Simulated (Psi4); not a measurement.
**CH6ClSi2 (SMILES C[Si]([SiH3])Cl): a chain of runs**

Wanted: a structure relaxation (doublet CH6ClSi2, UPBE0/def2-SVPD), then the energy (singlet [CH6ClSi2]+, PBE0/def2-SVPD), then a geometry optimisation (singlet [CH6ClSi2]+, PBE0/def2-SVPD), then a single-point energy (singlet [CH6ClSi2]−, PBE0/def2-SVPD), then a geometry optimisation (singlet [CH6ClSi2]−, PBE0/def2-SVPD) of CH6ClSi2. 

Program for the calculation: Psi4 1.11.

## (1) Starting point

The species is CH6ClSi2 (10 atoms), meant as a doublet with charge 0. As SMILES, `C[Si]([SiH3])Cl`. The coordinates come from a PBE0-D4/def2-TZVP relaxation. The run starts from this shape.

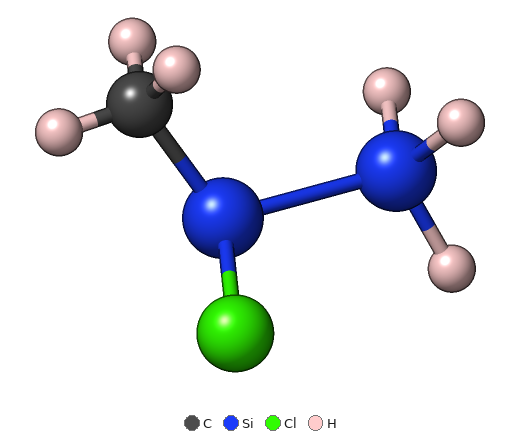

The structure, seen from a chosen angle (carbon dark grey, silicon blue, chlorine green, hydrogen pink).

## (2) A structure relaxation at UPBE0/def2-SVPD (density fitting) (run 1)

ch6clsi2.py reads:

```python
import psi4

psi4.set_memory('1600 MB')
psi4.set_num_threads(1)
psi4.core.set_output_file('output.dat', False)

geom = psi4.geometry("""
0 2
C     -0.817600     1.375900    -0.759000
Si    -0.393400    -0.447400    -0.745400
Si     1.253500    -1.073900     0.791400
Cl    -2.123100    -1.512600    -0.330000
H      0.078700     1.966200    -0.965000
H     -1.223500     1.680800     0.209700
H     -1.561600     1.592100    -1.528300
H      1.490500    -2.535600     0.676400
H      0.871400    -0.750900     2.195100
H      2.508200    -0.345800     0.457800
symmetry c1
""")

options = {'basis': 'def2-SVPD', 'reference': 'uks'}
psi4.set_options(options)

E = psi4.optimize('pbe0')
print(f'total energy {E:.8f} hartree = {E * 27.211386:.5f} eV')
geom.save_xyz_file('final.xyz', False)
for k, v in sorted(psi4.core.scalar_variables().items()):
    print(f'{k:45s} {v:18.10f}')
```

On the command line:

```sh
$ python ch6clsi2.py
```

output.dat:

```text
[...]
  Running in c1 symmetry.
[...]
  Nuclear repulsion =  257.389575034731365
[...]
  Multiplicity = 2
[...]
  Nalpha       = 29
  Nbeta        = 28
[...]
    Number of basis functions: 143
[...]
   @DF-UKS iter   1: -1079.91509011343533   -2.59399e-01   4.31488e-03 DIIS/ADIIS
[...]
   @DF-UKS iter   7: -1080.12228538675913   -4.54747e-12   4.58127e-09 DIIS
[...]
   @S^2 Observed:                7.531201449E-01
[...]
  @DF-UKS Final Energy: -1080.12228538675913
   => Energetics <=
    Nuclear Repulsion Energy =            255.4684074550714286
    One-Electron Energy =               -2000.9786190127133523
    Two-Electron Energy =                 723.7497483585323153
    DFT Exchange-Correlation Energy =     -58.3618221876495724
    Empirical Dispersion Energy =           0.0000000000000000
    VV10 Nonlocal Energy =                  0.0000000000000000
    Total Energy =                      -1080.1222853867591311
[...]
  -Total Gradient:
     Atom            X                  Y                   Z
    ------   -----------------  -----------------  -----------------
       1       -0.000004986915    -0.000013065724     0.000028952031
       2        0.000060573706    -0.000013272356    -0.000029561819
       3       -0.000013196703     0.000023201312     0.000019480723
       4       -0.000027260189    -0.000020633450    -0.000074126967
       5       -0.000001604724    -0.000010152768     0.000013824976
       6       -0.000001231584    -0.000011579203    -0.000036115105
       7        0.000028052925     0.000009946241     0.000004319799
       8        0.000019245554     0.000005629415    -0.000013976034
       9        0.000016617137    -0.000034575990    -0.000009958684
      10       -0.000014206433     0.000024191380    -0.000000493896
[...]
```

The script printed:

```text
Some dependencies such as QCElemental have not yet finished migration to pydantic v2. If issues are encountered please downgrade pydantic or upgrade QCElemental as appropriate
	Previous geometry is closer to target in internal coordinates, so using that one.

	Best geometry has RMS(Delta(q)) = 8.24e-07

	Previous geometry is closer to target in internal coordinates, so using that one.

	Best geometry has RMS(Delta(q)) = 3.19e-08

	Previous geometry is closer to target in internal coordinates, so using that one.

	Best geometry has RMS(Delta(q)) = 1.52e-07

Optimizer: Optimization complete!
total energy -1080.12228539 hartree = -29391.62443 eV
CURRENT ENERGY                                  -1080.1222853868
CURRENT REFERENCE ENERGY                        -1080.1222853868
DD SOLVATION ENERGY                                 0.0000000000
DFT FUNCTIONAL TOTAL ENERGY                     -1080.1222853868
DFT TOTAL ENERGY                                -1080.1222853868
DFT VV10 ENERGY                                     0.0000000000
DFT XC ENERGY                                     -58.3618221876
GRID ELECTRONS ALPHA                               29.0000044210
GRID ELECTRONS BETA                                28.0000057445
GRID ELECTRONS TOTAL                               57.0000101655
NUCLEAR REPULSION ENERGY                          255.4684074551
ONE-ELECTRON ENERGY                             -2000.9786190127
OPTIMIZATION ITERATIONS                             5.0000000000
PCM POLARIZATION ENERGY                             0.0000000000
PE ENERGY                                           0.0000000000
SCF ITERATION ENERGY                            -1080.1222853868
SCF ITERATIONS                                      7.0000000000
SCF TOTAL ENERGY                                -1080.1222853868
TWO-ELECTRON ENERGY                               723.7497483585
XC GRID RADIAL POINTS                              75.0000000000
XC GRID SPHERICAL POINTS                          302.0000000000
XC GRID TOTAL POINTS                           215998.0000000000
```

Wall time 65 s (1 thread of Intel Xeon 6975P-C (Granite Rapids), shared host); peak memory 1.1 GiB.

Steps, from the record of the run:

| step | energy from the first frame kept (eV) | largest force (eV/Å) |
| --- | --- | --- |
| 0 | 0.0000 | 0.4992 |
| 1 | -0.0117 | 0.1935 |
| 2 | -0.0128 | 0.0567 |
| 3 | -0.0129 | 0.0078 |
| 4 | -0.0129 | 0.0042 |

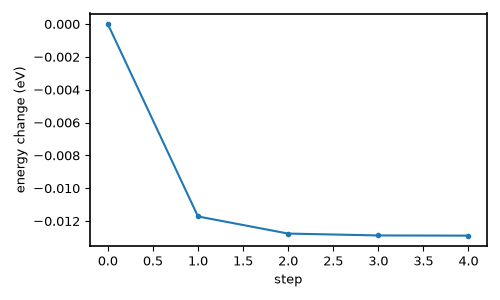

Energy along the run.

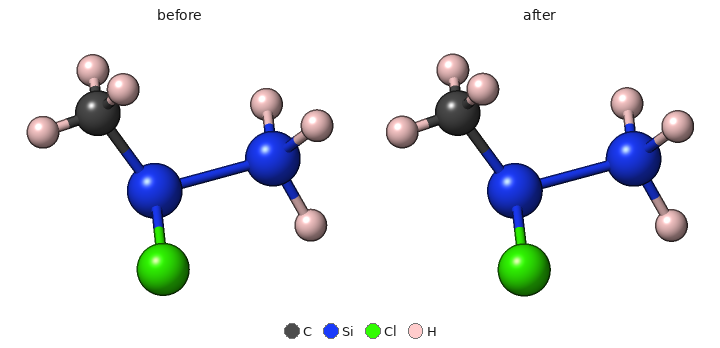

Before and after, at one scale.

After the run. Bond lengths: C1–Si2 1.880 Å, Si2–Si3 2.348 Å, Si2–Cl4 2.104 Å, C1–H5 1.101 Å, C1–H6 1.101 Å, C1–H7 1.100 Å, Si3–H8 1.492 Å, Si3–H9 1.497 Å, Si3–H10 1.496 Å. Some angles: C1–Si2–Si3 115.4°, C1–Si2–Cl4 108.0°, Si3–Si2–Cl4 108.1°, Si2–C1–H5 109.9°, Si2–C1–H6 110.7°, Si2–C1–H7 110.9°, Si2–Si3–H8 109.1°, Si2–Si3–H9 112.0°, Si2–Si3–H10 108.1°, H5–C1–H6 108.6°.

## (3) The singlet cation: the energy at PBE0/def2-SVPD (density fitting) (run 2)

calc.inp reads:

```
memory 1600 MB

molecule molecule1 {
  1 1
  C
  Si 1 R2
  Si 2 R3 1 A3
  Cl 2 R4 1 A4 3 D4
  H 1 R5 2 A5 4 D5
  H 1 R6 5 A6 2 D6
  H 1 R7 5 A7 6 D7
  H 3 R8 2 A8 1 D8
  H 3 R9 8 A9 2 D9
  H 3 R10 8 A10 9 D10

  R2 = 1.879973
  R3 = 2.347679
  A3 = 115.35787
  R4 = 2.103788
  A4 = 108.0241
  D4 = 121.01555
  R5 = 1.100656
  A5 = 109.91402
  D5 = 178.574
  R6 = 1.10128
  A6 = 108.61463
  D6 = 121.18919
  R7 = 1.099529
  A7 = 108.43213
  D7 = 117.47862
  R8 = 1.491688
  A8 = 109.14967
  D8 = -178.73673
  R9 = 1.496728
  A9 = 109.37095
  D9 = 122.79762
  R10 = 1.495524
  A10 = 109.30855
  D10 = 119.14403
  units angstrom
  symmetry c1
}

set basis def2-SVPD

energy_value, wavefunction = energy('pbe0', return_wfn=True)
```

On the command line:

```sh
$ psi4 calc.inp calc.out -n 1
```

calc.out:

```text
[...]
  Running in c1 symmetry.
[...]
  Nuclear repulsion =  255.468390485563503
[...]
  Multiplicity = 1
[...]
  Nalpha       = 28
  Nbeta        = 28
[...]
    Number of basis functions: 143
[...]
   @DF-RKS iter   1: -1079.63443161685677   -2.79565e-02   4.13544e-03 ADIIS/DIIS
[...]
   @DF-RKS iter   8: -1079.83079051285517   -1.69342e-07   8.30063e-07 DIIS
[...]
  @DF-RKS Final Energy: -1079.83079051285517
   => Energetics <=
    Nuclear Repulsion Energy =            255.4683904855635035
    One-Electron Energy =               -1989.0265367962083474
    Two-Electron Energy =                 711.8494565155709779
    DFT Exchange-Correlation Energy =     -58.1221007177812936
    Empirical Dispersion Energy =           0.0000000000000000
    VV10 Nonlocal Energy =                  0.0000000000000000
    Total Energy =                      -1079.8307905128551738
[...]
 Multipole Moments:
 ------------------------------------------------------------------------------------
     Multipole            Electronic (a.u.)      Nuclear  (a.u.)        Total (a.u.)
 ------------------------------------------------------------------------------------
 L = 1.  Multiply by 2.5417464519 to convert [e a0] to [Debye]
 Dipole X            :          3.1403580           -4.2426889           -1.1023309
 Dipole Y            :          6.4694404           -6.8867662           -0.4173258
 Dipole Z            :          3.9014536           -4.6040830           -0.7026294
 Magnitude           :                                                    1.3722180
[...]
```

It took 7.8 s on 1 thread of Intel Xeon 6975P-C (Granite Rapids), shared host; peak memory 1 GiB.

## (4) The singlet cation: a structure relaxation at PBE0/def2-SVPD (density fitting) (run 3)

ch6clsi2.xyz reads:

```xyz
10
CH6ClSi2
C     -0.814094     1.386969    -0.771364
Si    -0.386446    -0.443652    -0.755744
Si     1.264971    -1.077244     0.787946
Cl    -2.140224    -1.518070    -0.313237
H      0.089543     1.981326    -0.975381
H     -1.227081     1.697689     0.201114
H     -1.558875     1.608476    -1.549310
H      1.516087    -2.542256     0.662189
H      0.866244    -0.760934     2.195483
H      2.518707    -0.330702     0.460206
```

job.py reads:

```python
import psi4

psi4.set_memory(1600000000)
psi4.set_num_threads(1)
psi4.set_output_file('ch6clsi2.out', False)

with open('ch6clsi2.xyz') as f:
    atoms = ''.join(f.readlines()[2:])
m = psi4.geometry('1 1\n' + atoms + 'symmetry c1')

options = {'basis': 'def2-SVPD', 'geom_maxiter': 50}
psi4.set_options(options)

energy_value = psi4.optimize('pbe0', molecule=m)
print(f'pbe0 energy: {energy_value:.10f} Eh')
m.save_xyz_file('final.xyz', False)
```

On the command line:

```sh
$ python job.py
```

ch6clsi2.out:

```text
[...]
  Running in c1 symmetry.
[...]
  Nuclear repulsion =  255.468383757849438
[...]
  Multiplicity = 1
[...]
  Nalpha       = 28
  Nbeta        = 28
[...]
    Number of basis functions: 143
[...]
   @DF-RKS iter   1: -1079.63443169358152   -2.79558e-02   4.13544e-03 DIIS/ADIIS
[...]
   @DF-RKS iter   7: -1079.86378944442390   -2.72848e-12   4.91808e-09 DIIS
[...]
  @DF-RKS Final Energy: -1079.86378944442390
   => Energetics <=
    Nuclear Repulsion Energy =            256.7239025051593444
    One-Electron Energy =               -1991.6392583168926649
    Two-Electron Energy =                 713.2105574798963517
    DFT Exchange-Correlation Energy =     -58.1589911125870245
    Empirical Dispersion Energy =           0.0000000000000000
    VV10 Nonlocal Energy =                  0.0000000000000000
    Total Energy =                      -1079.8637894444239009
[...]
  -Total Gradient:
     Atom            X                  Y                   Z
    ------   -----------------  -----------------  -----------------
       1        0.000051399735     0.000010585275     0.000067786257
       2       -0.000000706523    -0.000004313148    -0.000040612288
       3       -0.000021321646    -0.000028822716    -0.000035492533
       4       -0.000011356534     0.000021407054    -0.000012716087
       5       -0.000020658858     0.000041407132    -0.000018685306
       6        0.000017553884     0.000025768438    -0.000001436687
       7        0.000015392283    -0.000027440220    -0.000015170920
       8       -0.000013842311    -0.000001688577     0.000019612495
       9       -0.000009231883    -0.000000904840     0.000001796198
      10       -0.000021188786     0.000024598607    -0.000001739139
[...]
```

Standard output:

```text
Optimizer: Optimization complete!
pbe0 energy: -1079.8637894444 Eh
```

Run time: 2 min. Hardware: 1 thread of Intel Xeon 6975P-C (Granite Rapids), shared host; peak memory 1.1 GiB.

Steps, from the record of the run:

| step | energy from the first frame kept (eV) | largest force (eV/Å) |
| --- | --- | --- |
| 0 | 0.0000 | 3.3932 |
| 1 | -0.5611 | 1.9350 |
| 2 | -0.7979 | 0.6568 |
| 3 | -0.8548 | 0.2521 |
| 4 | -0.8808 | 0.1406 |
| 5 | -0.8916 | 0.0980 |
| 6 | -0.8951 | 0.0554 |
| 7 | -0.8960 | 0.0360 |
| 8 | -0.8964 | 0.0335 |
| 9 | -0.8970 | 0.0444 |
| 10 | -0.8975 | 0.0484 |
| 11 | -0.8978 | 0.0260 |
| 12 | -0.8979 | 0.0139 |
| 13 | -0.8979 | 0.0044 |

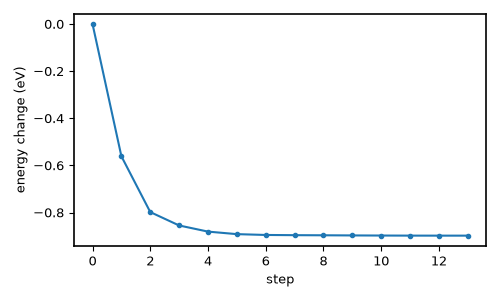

Energy along the run.

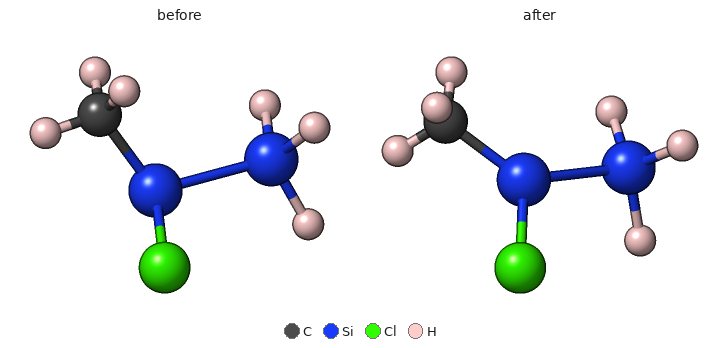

Before and after, at one scale.

After the run. Bond lengths: C1–Si2 1.832 Å, Si2–Si3 2.370 Å, Si2–Cl4 2.010 Å, C1–H5 1.099 Å, C1–H6 1.104 Å, C1–H7 1.105 Å, Si3–H8 1.485 Å, Si3–H9 1.489 Å, Si3–H10 1.485 Å. Some angles: C1–Si2–Si3 130.7°, C1–Si2–Cl4 114.2°, Si3–Si2–Cl4 115.2°, Si2–C1–H5 111.8°, Si2–C1–H6 109.9°, Si2–C1–H7 108.9°, Si2–Si3–H8 103.9°, Si2–Si3–H9 101.8°, Si2–Si3–H10 105.3°, H5–C1–H6 110.0°.

## (5) The singlet anion: a single-point energy at PBE0/def2-SVPD (density fitting) (run 4)

ch6clsi2.xyz is that of step 4.

job.py reads:

```python
import psi4

psi4.set_memory('1600 MB')
psi4.set_num_threads(1)
psi4.core.set_output_file('output.dat', False)

with open('ch6clsi2.xyz') as f:
    atoms = ''.join(f.readlines()[2:])
m = psi4.geometry('-1 1\n' + atoms + 'symmetry c1')

options = {'basis': 'def2-SVPD', 'reference': 'rks'}
psi4.set_options(options)

E, wfn = psi4.energy("pbe0", return_wfn=True)
print(f'total energy {E:.8f} hartree = {E * 27.211386:.5f} eV')
for k, v in sorted(psi4.core.scalar_variables().items()):
    print(f'{k:45s} {v:18.10f}')
```

On the command line:

```sh
$ python job.py
```

output.dat:

```text
[...]
  Running in c1 symmetry.
[...]
  Nuclear repulsion =  255.468383757849438
[...]
  Multiplicity = 1
[...]
  Nalpha       = 29
  Nbeta        = 29
[...]
    Number of basis functions: 143
[...]
   @DF-RKS iter   1: -1079.86744687775445   -2.60971e-01   4.82399e-03 ADIIS/DIIS
[...]
   @DF-RKS iter   8: -1080.16127189088797   -1.33616e-07   8.73159e-07 DIIS
[...]
  @DF-RKS Final Energy: -1080.16127189088797
   => Energetics <=
    Nuclear Repulsion Energy =            255.4683837578494376
    One-Electron Energy =               -2011.8369617903779272
    Two-Electron Energy =                 734.7470961920928403
    DFT Exchange-Correlation Energy =     -58.5397900504521687
    Empirical Dispersion Energy =           0.0000000000000000
    VV10 Nonlocal Energy =                  0.0000000000000000
    Total Energy =                      -1080.1612718908879742
[...]
 Multipole Moments:
 ------------------------------------------------------------------------------------
     Multipole            Electronic (a.u.)      Nuclear  (a.u.)        Total (a.u.)
 ------------------------------------------------------------------------------------
 L = 1.  Multiply by 2.5417464519 to convert [e a0] to [Debye]
 Dipole X            :         -6.9185222            6.5666824           -0.3518397
 Dipole Y            :         -5.8301781            6.2794573            0.4492792
 Dipole Z            :         -1.4328503            2.0180785            0.5852282
 Magnitude           :                                                    0.8173952
[...]
```

Standard output:

```text
total energy -1080.16127189 hartree = -29392.68531 eV
CURRENT ENERGY                                  -1080.1612718909
CURRENT REFERENCE ENERGY                        -1080.1612718909
DD SOLVATION ENERGY                                 0.0000000000
DFT FUNCTIONAL TOTAL ENERGY                     -1080.1612718909
DFT TOTAL ENERGY                                -1080.1612718909
DFT VV10 ENERGY                                     0.0000000000
DFT XC ENERGY                                     -58.5397900505
GRID ELECTRONS ALPHA                               29.0000078472
GRID ELECTRONS BETA                                29.0000078472
GRID ELECTRONS TOTAL                               58.0000156944
NUCLEAR REPULSION ENERGY                          255.4683837578
ONE-ELECTRON ENERGY                             -2011.8369617904
PCM POLARIZATION ENERGY                             0.0000000000
PE ENERGY                                           0.0000000000
SCF ITERATION ENERGY                            -1080.1612718909
SCF ITERATIONS                                      8.0000000000
SCF TOTAL ENERGY                                -1080.1612718909
TWO-ELECTRON ENERGY                               734.7470961921
XC GRID RADIAL POINTS                              75.0000000000
XC GRID SPHERICAL POINTS                          302.0000000000
XC GRID TOTAL POINTS                           215999.0000000000
```

It took 7.5 s on 1 thread of Intel Xeon 6975P-C (Granite Rapids), shared host; peak memory 1 GiB.

## (6) The singlet anion: a geometry optimisation at PBE0/def2-SVPD (density fitting) (run 5)

job.py reads:

```python
import psi4

psi4.set_memory(1600000000)
psi4.set_num_threads(1)
psi4.core.set_output_file('ch6clsi2.out', False)

geom = psi4.geometry("""
-1 1
C
Si 1 1.879973
Si 2 2.347679 1 115.35787
Cl 2 2.103788 1 108.0241 3 121.01555
H 1 1.100656 2 109.91402 4 178.574
H 1 1.10128 5 108.61463 2 121.18919
H 1 1.099529 5 108.43213 6 117.47862
H 3 1.491688 2 109.14967 1 -178.73673
H 3 1.496728 8 109.37095 2 122.79762
H 3 1.495524 8 109.30855 9 119.14403
units angstrom
symmetry c1
""")

psi4.set_options(dict(basis='def2-SVPD', reference='rks', geom_maxiter=50))

E, wfn = psi4.optimize('pbe0', return_wfn=True)
print('E =', round(E, 9))
print(geom.to_string(dtype='xyz', units='Angstrom'))
for k, v in sorted(psi4.core.scalar_variables().items()):
    print(f'{k:45s} {v:18.10f}')
```

On the command line:

```sh
$ python job.py
```

ch6clsi2.out:

```text
[...]
  Running in c1 symmetry.
[...]
  Nuclear repulsion =  255.468390485563503
[...]
  Multiplicity = 1
[...]
  Nalpha       = 29
  Nbeta        = 29
[...]
    Number of basis functions: 143
[...]
   @DF-RKS iter   1: -1079.86744672471696   -2.60972e-01   4.82399e-03 ADIIS/DIIS
[...]
   @DF-RKS iter   6: -1080.18892593113833   -2.00089e-11   8.11504e-09 DIIS
[...]
  @DF-RKS Final Energy: -1080.18892593113833
   => Energetics <=
    Nuclear Repulsion Energy =            253.2646167871684497
    One-Electron Energy =               -2007.6870582976368951
    Two-Electron Energy =                 732.7316721672278845
    DFT Exchange-Correlation Energy =     -58.4981565878978245
    Empirical Dispersion Energy =           0.0000000000000000
    VV10 Nonlocal Energy =                  0.0000000000000000
    Total Energy =                      -1080.1889259311383285
[...]
  -Total Gradient:
     Atom            X                  Y                   Z
    ------   -----------------  -----------------  -----------------
       1       -0.000014464791    -0.000050119648     0.000000588934
       2       -0.000009759726    -0.000027867527     0.000035517295
       3       -0.000031735588    -0.000056878122     0.000028814165
       4        0.000036889943     0.000014931002    -0.000036454502
       5       -0.000005654130     0.000000131084    -0.000020567971
       6       -0.000020686891    -0.000006829937    -0.000034922021
       7        0.000000957747     0.000006013479    -0.000009494042
       8        0.000030614007     0.000023521174    -0.000005169882
       9       -0.000010393176     0.000015055419    -0.000005232011
      10       -0.000004421864     0.000052198289    -0.000010640087
[...]
```

Wall time 86 s (1 thread of Intel Xeon 6975P-C (Granite Rapids), shared host); peak memory 1.2 GiB.

Step by step:

| step | energy from the first frame kept (eV) | largest force (eV/Å) |
| --- | --- | --- |
| 0 | 0.0000 | 3.4226 |
| 1 | -0.5385 | 1.7562 |
| 2 | -0.7170 | 0.4922 |
| 3 | -0.7372 | 0.2559 |
| 4 | -0.7470 | 0.1572 |
| 5 | -0.7509 | 0.0377 |
| 6 | -0.7522 | 0.0471 |
| 7 | -0.7523 | 0.0280 |
| 8 | -0.7525 | 0.0130 |
| 9 | -0.7525 | 0.0037 |

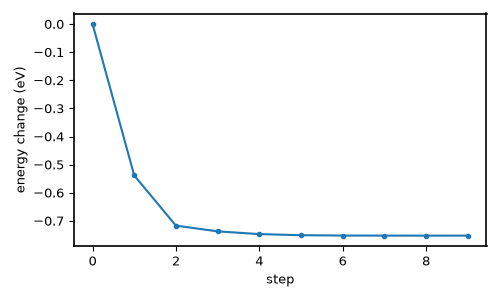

Energy along the run.

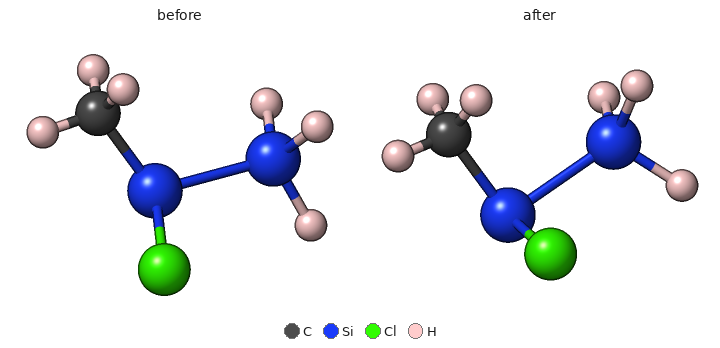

Before and after, at one scale.

After the run. Bond lengths: C1–Si2 1.952 Å, Si2–Si3 2.397 Å, Si2–Cl4 2.272 Å, C1–H5 1.105 Å, C1–H6 1.102 Å, C1–H7 1.102 Å, Si3–H8 1.510 Å, Si3–H9 1.516 Å, Si3–H10 1.518 Å. Some angles: C1–Si2–Si3 95.5°, C1–Si2–Cl4 96.9°, Si3–Si2–Cl4 94.0°, Si2–C1–H5 108.7°, Si2–C1–H6 114.5°, Si2–C1–H7 109.9°, Si2–Si3–H8 114.3°, Si2–Si3–H9 118.4°, Si2–Si3–H10 111.8°, H5–C1–H6 108.2°.

## (7) What came out

| quantity | value |
| --- | --- |
| run 1, UPBE0/def2-SVPD: total energy at the end | -1080.12229 Eh |
| run 1, UPBE0/def2-SVPD: dipole moment | 2.02 D |
| run 1, UPBE0/def2-SVPD: HOMO energy (highest over α and β) | -6.02 eV |
| run 1, UPBE0/def2-SVPD: LUMO energy (lowest over α and β) | -2.64 eV |
| run 1, UPBE0/def2-SVPD: ⟨S²⟩ | 0.753 |
| singlet cation, run 2: total energy | -1079.83079 Eh |
| singlet cation, run 2: HOMO energy | -13.77 eV |
| singlet cation, run 2: LUMO energy | -9.69 eV |
| singlet cation, run 2: HOMO–LUMO gap | 4.08 eV |
| singlet cation, run 3: total energy at the end | -1079.86379 Eh |
| singlet cation, run 3: HOMO energy | -13.72 eV |
| singlet cation, run 3: LUMO energy | -8.25 eV |
| singlet cation, run 3: HOMO–LUMO gap | 5.47 eV |
| singlet anion, run 4: total energy | -1080.16127 Eh |
| singlet anion, run 4: HOMO energy | 0.56 eV |
| singlet anion, run 4: LUMO energy | 4.00 eV |
| singlet anion, run 4: HOMO–LUMO gap (to an unbound level, set by the basis) | 3.44 eV |
| singlet anion, run 5: total energy at the end | -1080.18893 Eh |
| singlet anion, run 5: HOMO energy | -0.83 eV |
| singlet anion, run 5: LUMO energy | 3.99 eV |
| singlet anion, run 5: HOMO–LUMO gap (to an unbound level, set by the basis) | 4.83 eV |
| adiabatic electron affinity (to the singlet anion, no zero-point term) | 1.813 eV |
| adiabatic ionisation energy (to the singlet cation, no zero-point term) | 7.034 eV |

The adiabatic electron affinity (to the singlet anion, no zero-point term) is 1.81 eV (175 kJ/mol). The adiabatic ionisation energy (to the singlet cation, no zero-point term) is 7.03 eV (679 kJ/mol). The optimisation (run 1, UPBE0/def2-SVPD) took 5 steps and changed the energy by -0.013 eV. The optimisation (singlet cation, run 3) took 14 steps and changed the energy by -0.898 eV. The HOMO (singlet anion, run 4) lies at positive energy, 0.56 eV; only total energies tell whether the electron is bound. The optimisation (singlet anion, run 5) took 10 steps and changed the energy by -0.753 eV.
